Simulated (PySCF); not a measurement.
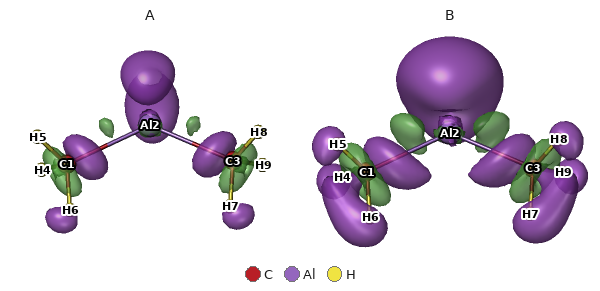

Figure 1: C₂H₆Al, doublet, SMILES `C[Al]C`. The two Fukui functions at ±0.02 e/Å³ (purple positive, green negative).

Computed with PySCF, BP86/def2-SVPD, geometry: GFN2-xTB. No frequency check shows the geometry to be a minimum. GFN2-xTB doesn't know the spin state, so this open-shell geometry is rough.

Question: Which panel is f⁻ (electron removed) and which f⁺ (electron added)?

Answer: A is f⁺, B is f⁻. f⁻ (Hirshfeld-condensed) is largest on Al2 (0.56); the vertical ionisation energy is 6.88 eV (to the singlet cation, which needn't be its lowest state). f⁺ (Hirshfeld-condensed) is largest on Al2 (0.61); the vertical electron affinity is 0.41 eV (to the singlet anion, which needn't be its lowest state; the anion's highest orbital has positive energy, so this value and f⁺ depend on the basis).
